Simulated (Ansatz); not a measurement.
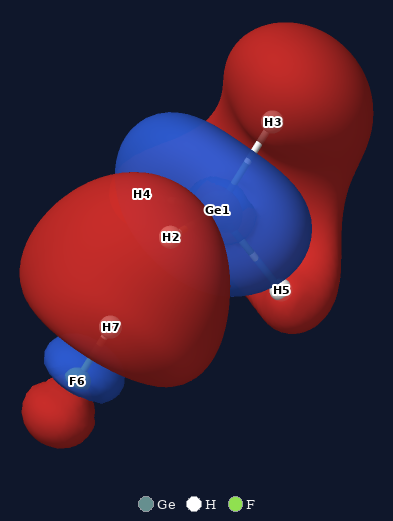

*GeH$_{4}$···HF. The LUMO at ±0.08 Å⁻³ᐟ² (red and blue are the two phases), seen at an oblique angle.*

Method: Ansatz, RKS LDA/def2-mTZVP.

```xyz
7

Ge    0.2391   -0.0036   -0.1563
H    -0.0101   -0.0127    1.3798
H     1.7620    0.0087   -0.3420
H    -0.4060    1.2598   -0.7367
H    -0.3866   -1.2721   -0.7469
F    -2.5176    0.0133    1.6921
H    -1.5671    0.0066    1.6430
```

> What is the character of this orbital?

It lies mainly on Ge1 (about 40 %), H2 (about 15 %), H7 (about 15 %), H3 (about 10 %) and F6 (about 10 %). Its energy is −1.01 eV.
